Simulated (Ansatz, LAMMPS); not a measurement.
## Glassy 29TiO2-71Al2O3 (mol %) (137 atoms) under strain

How stiff is glassy 29TiO2-71Al2O3 (mol %) (137 atoms)?

Method: Kohn-Sham DFT, LDA, PAW (set soft_1), plane waves, in Ansatz 0.2.0.

## Step 1: Set-up

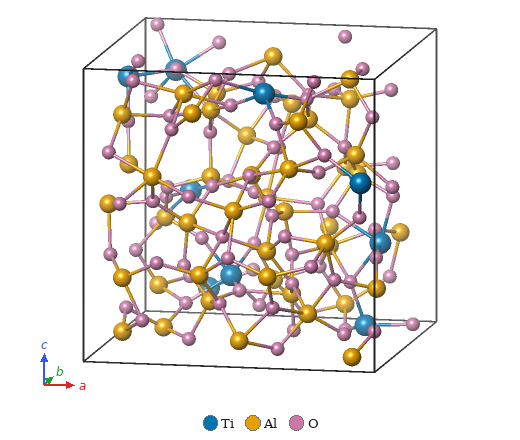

The starting structure, seen slightly off an axis (titanium blue, aluminium orange, oxygen pink). Bonds to atoms that aren't drawn are left out. Some periodic images of atoms are drawn too.

The cell holds 137 atoms: 9 Ti, 44 Al and 84 O. Its edges and angles: a = 11.331 Å, b = 11.331 Å, c = 11.331 Å, α = 90.0°, β = 90.0°, γ = 90.0°. 137 atoms (9 Ti, 44 Al, 84 O) placed at random at 3.12 g/cm³, melted at 4000 K for 10 ps at fixed volume with the Morse and Coulomb pair potential with partial charges (Pedone, Malavasi, Menziani, Cormack and Segre, J. Phys. Chem. B 110, 11780 (2006)). Quenched from 4000 K to 300 K at 100 K/ps and fixed volume, held 10 ps at zero pressure.

What the set-up can't give: The quench rate of 100 K/ps is orders of magnitude faster than experiment, which tends to freeze in extra defects. The starting topology of bonds comes from the classical model, and needn't be the one that DFT or experiment would give. Sampling is at Γ alone.

## Step 2: Single point at the start

The forces at the start show how far the geometry lies from a minimum of this functional.

The input, input.yaml:

```yaml
crystal:
  lattice:
    - [11.33062, 0.0, 0.0]
    - [0.0, 11.33062, 0.0]
    - [0.0, 0.0, 11.33062]
  atoms:
    - { symbol: Ti, position: [0.17107, 0.92915, 0.43017] }
    - { symbol: Ti, position: [0.82775, 0.66398, 0.03983] }
    - { symbol: Ti, position: [0.37312, 0.63028, 0.19924] }
    - { symbol: Ti, position: [0.22631, 0.96191, 0.09328] }
    - { symbol: Ti, position: [0.12655, 0.8974, 0.84465] }
    - { symbol: Ti, position: [0.9439, 0.03881, 0.63696] }
    - { symbol: Ti, position: [0.56061, 0.28162, 0.88627] }
    - { symbol: Ti, position: [0.89269, 0.59922, 0.33359] }
    - { symbol: Ti, position: [0.01922, 0.63494, 0.86387] }
    - { symbol: Al, position: [0.56906, 0.56757, 0.43521] }
    - { symbol: Al, position: [0.28665, 0.33543, 0.42642] }
    - { symbol: Al, position: [0.70373, 0.91852, 0.0632] }
    - { symbol: Al, position: [0.4903, 0.11952, 0.51142] }
    - { symbol: Al, position: [0.20627, 0.13998, 0.61403] }
    - { symbol: Al, position: [0.91982, 0.01371, 0.04707] }
    - { symbol: Al, position: [0.10907, 0.11348, 0.2705] }
    - { symbol: Al, position: [0.36267, 0.04883, 0.85192] }
    - { symbol: Al, position: [0.68814, 0.73842, 0.29301] }
    - { symbol: Al, position: [0.17645, 0.46291, 0.04394] }
    - { symbol: Al, position: [0.93803, 0.32588, 0.2276] }
    - { symbol: Al, position: [0.79762, 0.1637, 0.40465] }
    - { symbol: Al, position: [0.56541, 0.30409, 0.3449] }
    - { symbol: Al, position: [0.89397, 0.91357, 0.31602] }
    - { symbol: Al, position: [0.08513, 0.22915, 0.06598] }
    - { symbol: Al, position: [0.37694, 0.10039, 0.29136] }
    - { symbol: Al, position: [0.71637, 0.25615, 0.14495] }
    - { symbol: Al, position: [0.31535, 0.57345, 0.54368] }
    - { symbol: Al, position: [0.4712, 0.8581, 0.14853] }
    - { symbol: Al, position: [0.1104, 0.6922, 0.14591] }
    - { symbol: Al, position: [0.51173, 0.10875, 0.07073] }
    - { symbol: Al, position: [0.83106, 0.39671, 0.92526] }
    - { symbol: Al, position: [0.7524, 0.76921, 0.791] }
    [... 99 atom lines left out ...]
    - { symbol: O, position: [0.37905, 0.56803, 0.89798] }
    - { symbol: O, position: [0.81356, 0.07117, 0.72134] }
    - { symbol: O, position: [0.779, 0.01573, 0.34959] }
    - { symbol: O, position: [0.42615, 0.24229, 0.40026] }
    - { symbol: O, position: [0.62937, 0.82757, 0.41755] }
    - { symbol: O, position: [0.61568, 0.23868, 0.02465] }
kpoints:
  mp_grid: { grid: [1, 1, 1] }
hamiltonian:
  xc: lda
  pseudopotentials: { kind: paw, azcp: { folder: soft_1 }, xc_functional: pbe }
scf:
  occupations: { method: fixed }
output:
  forces: true
```

Started as:

```console
> ansatz run input.yaml --threads 4 --pin off --max-ram 8192MiB --backend cpu --events-out ev --progress --plain --runs-dir out
```

Numbers of over 12 decimals in the logs are rounded to 6 here.

What it wrote:

```text
[...]
Pseudopotentials: kind: paw
Pseudopotential: Ti, paw, valence charge 12, recommended cutoff 420 eV (normal), soft_1/Ti.paw.azcp
Pseudopotential: Al, paw, valence charge 3, recommended cutoff 420 eV (normal), soft_1/Al.paw.azcp
Pseudopotential: O, paw, valence charge 6, recommended cutoff 420 eV (normal), soft_1/O.paw.azcp
[... 3 lines on functional and potentials left out ...]
Crystal: 137 atoms, lattice volume = 1454.658 Å³
Basis set: ecut = 420 eV, 28425 PW (Γ)
Bands: 509, of which v1, the nominal top of the filled ones, is band 372 counted from 1 (371 counted from 0)
Symmetry: 1 space group operations
Space group: P1 (ITA 1), of the structure as read, at distance tolerance 1.1e-4 Å
k-points: 1
[... 10 lines on functional and potentials left out ...]
Initial density: superposition of atomic densities (chi_scale 0.1, normalization cell, long waves kept (reshape's long-wave potential 0.88 eV rms))
Initial wavefunctions: pseudopotential atomic-orbital guess
[...]
SCF iter   1: F=—  HF=-91521.894931 eV  |F-HF|=—  |Δ(HF+E_count)|=         —  Δρ=1.33e-1  dr2=5.61e2  ethr=3.10e-3  ⟨swp⟩=4.0  Hψ=1468  notcnv=0  defer=134
preconditioner: auto → Resta (q_TF=auto, 2.440 Å⁻¹)  ε∞=4.3  [insulator: Δε(μ)=0.029 eV  Ē_g=13.968 eV  n_scr=364 (ndim 8)  ℏωp=25.2 eV  f_vac=0.004  ε∞_Penn≈4.3]
SCF iter   2: F=—  HF=-91486.928364 eV  |F-HF|=—  |Δ(HF+E_count)|=    3.50e1  Δρ=8.56e-2  dr2=1.27e2  ethr=3.10e-3  ⟨swp⟩=3.0  Hψ=1271  notcnv=0  defer=129
SCF iter   3: F=—  HF=-91455.274259 eV  |F-HF|=—  |Δ(HF+E_count)|=    3.17e1  Δρ=4.00e-2  dr2=3.17e1  ethr=3.10e-3  ⟨swp⟩=4.0  Hψ=872  notcnv=0  defer=109
automatic band count: iteration 3 solves 488 bands in place of 509: the levels show a gap, and the empty bands left out lie too high to hold charge; the band table lists the bands solved (type scf.n_extra_bands for more)
SCF iter   4: F=—  HF=-91448.722691 eV  |F-HF|=—  |Δ(HF+E_count)|=    6.55e0  Δρ=3.14e-2  dr2=1.73e1  ethr=3.10e-3  ⟨swp⟩=7.0  Hψ=1397  notcnv=0  defer=114
SCF iter   5: F=—  HF=-91445.938123 eV  |F-HF|=—  |Δ(HF+E_count)|=    2.78e0  Δρ=1.04e-2  dr2=1.42e0  ethr=2.33e-3  ⟨swp⟩=7.0  Hψ=886  notcnv=0  defer=112
[...]
SCF iter  15: F=—  HF=-91445.617073 eV  |F-HF|=—  |Δ(HF+E_count)|=   8.85e-8  Δρ=4.94e-6  dr2=4.07e-7  ethr=1.40e-10  ⟨swp⟩=2.0  Hψ=725  notcnv=0  defer=112
SCF iter  16: F=-91445.617073 eV  HF=-91445.617073 eV  |F-HF|=3.18e-8  |Δ(HF+E_count)|=   1.55e-8  Δρ=2.26e-6  dr2=7.92e-8  ethr=1.34e-11  ⟨swp⟩=2.0  Hψ=1610  notcnv=0
SCF 1 converged in 16 iterations: F = -91445.617073 eV  dr2 = 7.92e-8
[...]
SCF converged after 16 iterations
Free energy (F): -91445.617073 eV
Harris-Foulkes:  -91445.617073 eV  (|F-HF|=3.18e-8)
Internal energy: -91445.617073 eV  (E = F + TS)
E sigma→0 (E₀):  -91445.617073 eV
Fermi energy:    5.971889 eV
--- Per-component energies (eV) ---
[...]
Σ components = -91445.617073   (vs F -91445.617073, Δ=0.00e0)
--- Forces (eV/Å), atoms counted from 1 ---
  atom   1  Ti     0.12627447     1.06246218    -0.58088023
  atom   2  Ti    -0.63622099     0.99065243     0.08082185
  atom   3  Ti    -0.16767898    -0.70381839     1.24161783
  atom   4  Ti    -1.23346303    -0.13767163    -1.37108918
[...]
atom 137  O     -0.63108482    -0.35474381     0.87201045
  max |Σ_I F_I| component: 3.02e-5 eV/Å
```

Run time: 35 s. Hardware: 4 threads of Arm Neoverse V2, shared host; peak memory 1.9 GiB; 2.3 min of CPU time.

The r.m.s. force at the start is 1.0 eV/Å.

## Step 3: Cell and atoms relaxed

The cell is relaxed with the atoms, since the starting lattice needn't suit this functional.

The input, input.yaml:

```yaml
crystal:
  lattice:
    - [11.33062, 0.0, 0.0]
    - [0.0, 11.33062, 0.0]
    - [0.0, 0.0, 11.33062]
  atoms:
    [... the 137 atom lines of step 2 ...]
kpoints:
  mp_grid: { grid: [1, 1, 1] }
hamiltonian:
  xc: lda
  pseudopotentials: { kind: paw, azcp: { folder: soft_1 }, xc_functional: pbe }
scf:
  occupations: { method: fixed }
output:
  forces: true
relax:
  f_tol: 0.05
  max_steps: 150
  cell: {}
```

What it wrote:

```text
[...]
Crystal: 137 atoms, lattice volume = 1454.658 Å³
Basis set: ecut = 420 eV, 28425 PW (Γ)
Bands: 509, of which v1, the nominal top of the filled ones, is band 372 counted from 1 (371 counted from 0)
Symmetry: 1 space group operations
[...]
k-points: 1
[...]
SCF iter   1: F=—  HF=-91521.894931 eV  |F-HF|=—  |Δ(HF+E_count)|=         —  Δρ=1.33e-1  dr2=5.61e2  ethr=3.10e-3  ⟨swp⟩=4.0  Hψ=1468  notcnv=0  defer=134
[...]
SCF iter   5: F=—  HF=-91445.938116 eV  |F-HF|=—  |Δ(HF+E_count)|=    2.78e0  Δρ=1.04e-2  dr2=1.42e0  ethr=2.33e-3  ⟨swp⟩=7.0  Hψ=886  notcnv=0  defer=112
[...]
SCF iter  15: F=—  HF=-91445.617073 eV  |F-HF|=—  |Δ(HF+E_count)|=   8.85e-8  Δρ=4.94e-6  dr2=4.07e-7  ethr=1.40e-10  ⟨swp⟩=2.0  Hψ=725  notcnv=0  defer=112
SCF iter  16: F=-91445.617073 eV  HF=-91445.617073 eV  |F-HF|=3.18e-8  |Δ(HF+E_count)|=   1.55e-8  Δρ=2.26e-6  dr2=7.92e-8  ethr=1.34e-11  ⟨swp⟩=2.0  Hψ=1610  notcnv=0
SCF 1 converged in 16 iterations: F = -91445.617073 eV  dr2 = 7.92e-8
[...]
relax step   1: F+E_penalty+E_count = -91445.61707273 eV  Δ(F+E_penalty+E_count) = +0.000e0 eV  max|allowed force component| = 3.688e0 eV/Å  Δτ_max = 0.0000 Å  P = +0.853 GPa  Ω = 1454.658 Å³  (16 SCF iters, dr2 threshold 1.00e-7 eV, accepted)
[... from here on, the SCF cycles and remarks between the steps are left out ...]
relax step   2: F+E_penalty+E_count = -91450.85821017 eV  Δ(F+E_penalty+E_count) = -5.241e0 eV  max|allowed force component| = 2.421e0 eV/Å  Δτ_max = 0.1697 Å  P = +0.189 GPa  Ω = 1451.853 Å³  energy of the carried Pulay correction = +1.006e-2 eV  (9 SCF iters, dr2 threshold 1.37e-5 eV, accepted)
relax step   3: F+E_penalty+E_count = -91454.22442761 eV  Δ(F+E_penalty+E_count) = -3.366e0 eV  max|allowed force component| = 7.912e-1 eV/Å  Δτ_max = 0.1556 Å  P = +0.501 GPa  Ω = 1441.628 Å³  energy of the carried Pulay correction = +4.691e-2 eV  (9 SCF iters, dr2 threshold 1.37e-5 eV, accepted)
relax step   4: F+E_penalty+E_count = -91455.13692100 eV  Δ(F+E_penalty+E_count) = -9.125e-1 eV  max|allowed force component| = 4.020e-1 eV/Å  Δτ_max = 0.2000 Å  P = +0.132 GPa  Ω = 1440.231 Å³  energy of the carried Pulay correction = +5.197e-2 eV  (9 SCF iters, dr2 threshold 1.37e-5 eV, accepted)
relax step   5: F+E_penalty+E_count = -91455.68996974 eV  Δ(F+E_penalty+E_count) = -5.530e-1 eV  max|allowed force component| = 2.962e-1 eV/Å  Δτ_max = 0.2000 Å  P = +0.057 GPa  Ω = 1433.732 Å³  energy of the carried Pulay correction = +7.555e-2 eV  (9 SCF iters, dr2 threshold 1.01e-5 eV, accepted)
relax step   6: F+E_penalty+E_count = -91455.86504154 eV  Δ(F+E_penalty+E_count) = -1.751e-1 eV  max|allowed force component| = 2.740e-1 eV/Å  Δτ_max = 0.2000 Å  P = +0.133 GPa  Ω = 1427.250 Å³  energy of the carried Pulay correction = +9.917e-2 eV  (9 SCF iters, dr2 threshold 5.48e-6 eV, accepted)
relax step   7: F+E_penalty+E_count = -91455.89630910 eV  Δ(F+E_penalty+E_count) = -3.127e-2 eV  max|allowed force component| = 3.008e-1 eV/Å  Δτ_max = 0.0962 Å  P = -0.228 GPa  Ω = 1426.379 Å³  energy of the carried Pulay correction = +1.024e-1 eV  (8 SCF iters, dr2 threshold 4.69e-6 eV, accepted)
relax step   8: F+E_penalty+E_count = -91456.06990128 eV  Δ(F+E_penalty+E_count) = -1.736e-1 eV  max|allowed force component| = 3.543e-1 eV/Å  Δτ_max = 0.2000 Å  P = +0.049 GPa  Ω = 1419.792 Å³  energy of the carried Pulay correction = +1.265e-1 eV  (9 SCF iters, dr2 threshold 5.65e-6 eV, accepted)
relax step   9: F+E_penalty+E_count = -91456.24753901 eV  Δ(F+E_penalty+E_count) = -1.776e-1 eV  max|allowed force component| = 3.577e-1 eV/Å  Δτ_max = 0.2000 Å  P = +0.070 GPa  Ω = 1418.398 Å³  energy of the carried Pulay correction = +1.316e-1 eV  (9 SCF iters, dr2 threshold 7.85e-6 eV, accepted)
relax step  10: F+E_penalty+E_count = -91456.29765308 eV  Δ(F+E_penalty+E_count) = -5.011e-2 eV  max|allowed force component| = 5.058e-1 eV/Å  Δτ_max = 0.0616 Å  P = +0.132 GPa  Ω = 1417.554 Å³  energy of the carried Pulay correction = +1.347e-1 eV  (8 SCF iters, dr2 threshold 8.00e-6 eV, accepted)
relax step  11: F+E_penalty+E_count = -91456.26263018 eV  Δ(F+E_penalty+E_count) = +3.502e-2 eV  max|allowed force component| = 4.790e-1 eV/Å  Δτ_max = 0.1455 Å  P = -0.249 GPa  Ω = 1420.887 Å³  energy of the carried Pulay correction = +1.225e-1 eV  (8 SCF iters, dr2 threshold 1.37e-5 eV, rejected (line search))
relax step  12: F+E_penalty+E_count = -91456.36401222 eV  Δ(F+E_penalty+E_count) = -6.636e-2 eV  max|allowed force component| = 1.096e-1 eV/Å  Δτ_max = 0.0728 Å  P = +0.035 GPa  Ω = 1418.485 Å³  energy of the carried Pulay correction = +1.313e-1 eV  (14 SCF iters, accepted)
relax step  13: F+E_penalty+E_count = -91456.38209647 eV  Δ(F+E_penalty+E_count) = -1.808e-2 eV  max|allowed force component| = 9.935e-2 eV/Å  Δτ_max = 0.1000 Å  P = -0.013 GPa  Ω = 1419.868 Å³  energy of the carried Pulay correction = +1.262e-1 eV  (9 SCF iters, dr2 threshold 7.51e-7 eV, accepted)
[...]
relax step  20: F+E_penalty+E_count = -91456.39304092 eV  Δ(F+E_penalty+E_count) = -1.137e-2 eV  max|allowed force component| = 5.021e-1 eV/Å  Δτ_max = 0.1950 Å  P = -0.056 GPa  Ω = 1421.842 Å³  energy of the carried Pulay correction = -6.620e-4 eV  (9 SCF iters, dr2 threshold 1.93e-6 eV, accepted)
relax step  21: F+E_penalty+E_count = -91456.46202836 eV  Δ(F+E_penalty+E_count) = -6.899e-2 eV  max|allowed force component| = 3.331e-1 eV/Å  Δτ_max = 0.2000 Å  P = +0.107 GPa  Ω = 1418.982 Å³  energy of the carried Pulay correction = +9.717e-3 eV  (8 SCF iters, dr2 threshold 1.37e-5 eV, accepted)
relax step  22: F+E_penalty+E_count = -91456.53647442 eV  Δ(F+E_penalty+E_count) = -7.445e-2 eV  max|allowed force component| = 1.057e-1 eV/Å  Δτ_max = 0.2000 Å  P = -0.035 GPa  Ω = 1418.450 Å³  energy of the carried Pulay correction = +1.154e-2 eV  (8 SCF iters, dr2 threshold 6.93e-6 eV, accepted)
relax step  23: F+E_penalty+E_count = -91456.58909821 eV  Δ(F+E_penalty+E_count) = -5.262e-2 eV  max|allowed force component| = 9.858e-2 eV/Å  Δτ_max = 0.2000 Å  P = +0.095 GPa  Ω = 1414.556 Å³  energy of the carried Pulay correction = +2.589e-2 eV  (10 SCF iters, dr2 threshold 6.99e-7 eV, accepted)
relax step  24: F+E_penalty+E_count = -91456.61070756 eV  Δ(F+E_penalty+E_count) = -2.161e-2 eV  max|allowed force component| = 7.073e-2 eV/Å  Δτ_max = 0.2000 Å  P = -0.020 GPa  Ω = 1414.939 Å³  energy of the carried Pulay correction = +2.434e-2 eV  (9 SCF iters, dr2 threshold 6.07e-7 eV, accepted)
relax step  25: F+E_penalty+E_count = -91456.61173367 eV  Δ(F+E_penalty+E_count) = -1.026e-3 eV  max|allowed force component| = 1.603e-1 eV/Å  Δτ_max = 0.0247 Å  P = -0.035 GPa  Ω = 1414.580 Å³  energy of the carried Pulay correction = +2.569e-2 eV  (9 SCF iters, dr2 threshold 3.13e-7 eV, rejected (line search))
relax step  26: F+E_penalty+E_count = -91456.61585831 eV  Δ(F+E_penalty+E_count) = -5.151e-3 eV  max|allowed force component| = 7.065e-2 eV/Å  Δτ_max = 0.0122 Å  P = +0.035 GPa  Ω = 1414.601 Å³  energy of the carried Pulay correction = +2.562e-2 eV  (12 SCF iters, accepted)
relax step  27: F+E_penalty+E_count = -91456.62107725 eV  Δ(F+E_penalty+E_count) = -5.219e-3 eV  max|allowed force component| = 8.713e-2 eV/Å  Δτ_max = 0.1000 Å  P = +0.025 GPa  Ω = 1413.708 Å³  energy of the carried Pulay correction = +2.899e-2 eV  (9 SCF iters, dr2 threshold 3.12e-7 eV, accepted)
relax step  28: F+E_penalty+E_count = -91456.62131402 eV  Δ(F+E_penalty+E_count) = -2.368e-4 eV  max|allowed force component| = 5.465e-2 eV/Å  Δτ_max = 0.0317 Å  P = -0.024 GPa  Ω = 1414.062 Å³  energy of the carried Pulay correction = +2.766e-2 eV  (8 SCF iters, dr2 threshold 4.74e-7 eV, accepted)
relax step  29: F+E_penalty+E_count = -91456.62095927 eV  Δ(F+E_penalty+E_count) = +3.548e-4 eV  max|allowed force component| = 5.364e-2 eV/Å  Δτ_max = 0.0375 Å  P = -0.032 GPa  Ω = 1414.190 Å³  energy of the carried Pulay correction = +2.722e-2 eV  (9 SCF iters, dr2 threshold 1.87e-7 eV, accepted)
relax step  30: F+E_penalty+E_count = -91456.62423929 eV  Δ(F+E_penalty+E_count) = -3.280e-3 eV  max|allowed force component| = 2.351e-2 eV/Å  Δτ_max = 0.0208 Å  P = +0.033 GPa  Ω = 1413.742 Å³  energy of the carried Pulay correction = +2.886e-2 eV  (8 SCF iters, dr2 threshold 1.80e-7 eV, accepted)
relax step  31: F+E_penalty+E_count = -91456.60157407 eV  Δ(F+E_penalty+E_count) = +2.267e-2 eV  max|allowed force component| = 2.369e-2 eV/Å  Δτ_max = 0.0000 Å  P = +0.013 GPa  Ω = 1413.742 Å³  stress off target by 1.05e-1 GPa  SCF on the basis re-selected at this cell (its energy is not comparable with the rows above)  (7 SCF iters)
relax step  32: F+E_penalty+E_count = -91456.60182059 eV  Δ(F+E_penalty+E_count) = -2.465e-4 eV  max|allowed force component| = 1.395e-2 eV/Å  Δτ_max = 0.0140 Å  P = -0.005 GPa  Ω = 1413.873 Å³  energy of the carried Pulay correction = -5.228e-4 eV  (9 SCF iters, dr2 threshold 2.75e-8 eV, accepted)
relax step  33: F+E_penalty+E_count = -91456.60300018 eV  Δ(F+E_penalty+E_count) = -1.180e-3 eV  max|allowed force component| = 1.400e-2 eV/Å  Δτ_max = 0.0000 Å  P = -0.004 GPa  Ω = 1413.873 Å³  stress off target by 1.53e-2 GPa  SCF on the basis re-selected at this cell (its energy is not comparable with the rows above)  (5 SCF iters)
basis re-selected at this cell: Δ(F+E_penalty+E_count) = -1.180e-3 eV, ΔP = +0.000 GPa vs the last step (what re-selecting the basis moved, of the pressure what is left beyond the Pulay correction that the steps carried, after the strain that the cell walked since its last selection, [...]
SCF converged after 5 iterations
Free energy (F): -91456.603000 eV
[...]
Internal energy: -91456.603000 eV  (E = F + TS)
E sigma→0 (E₀):  -91456.603000 eV
Fermi energy:    6.004200 eV
[...]
Σ components = -91456.603000   (vs F -91456.603000, Δ=0.00e0)
--- Forces (eV/Å), atoms counted from 1 ---
  atom   1  Ti     0.00169400     0.00339097    -0.00829349
  atom   2  Ti    -0.00033282     0.00175139     0.00658568
  atom   3  Ti     0.00263643    -0.00643152    -0.00095584
  atom   4  Ti     0.00565636     0.00947698    -0.00060797
[...]
atom 137  O      0.00143419     0.00164614     0.00364877
  max |Σ_I F_I| component: 1.05e-4 eV/Å
--- Stress (GPa, compression-positive) ---
       -0.001654      -0.000157      -0.003715
       -0.000157      -0.002991      -0.008921
       -0.003715      -0.008920      -0.007806
  P = ⅓ Tr σ = -0.0042 GPa (-0.042 kbar)
--- Relaxed structure (30 steps of the walk, 27 accepted, 3 SCFs on fresh bases) ---
  F+E_penalty+E_count = -91456.60300018 eV   max|allowed force component| = 1.400e-2 eV/Å   (the final SCF, on the basis selected at the relaxed cell)
  cell:  # Å, volume = 1413.8727 Å³
    - [10.830559, -0.138830, -0.209982]
    - [-0.138830, 11.300830, 0.066015]
    - [-0.209982, 0.066015, 11.558030]
  atoms:
    - { symbol: Ti, position: [0.171650, 0.939678, 0.449388] }
    - { symbol: Ti, position: [0.786079, 0.662502, 0.026833] }
    - { symbol: Ti, position: [0.364840, 0.642334, 0.211448] }
    - { symbol: Ti, position: [0.214396, 0.964155, 0.076153] }
[...]
- { symbol: O, position: [0.604045, 0.239970, 0.020713] }
```

Wall time 12 min (4 threads); peak memory 1.9 GiB.

The relaxation converged after 30 steps, with a largest force component of 0.014 eV/Å.

[end of part 1 of 3]

[Logs are printed without paths, hosts, clocks, repeated set-up lines and the standing remarks that a program may print on its own settings, such as how far it seeks lower states.]

[Hosts, paths, dates, database ids (printed as entryN), source tags and the programs' standing remarks are cut or masked in the printed files.]
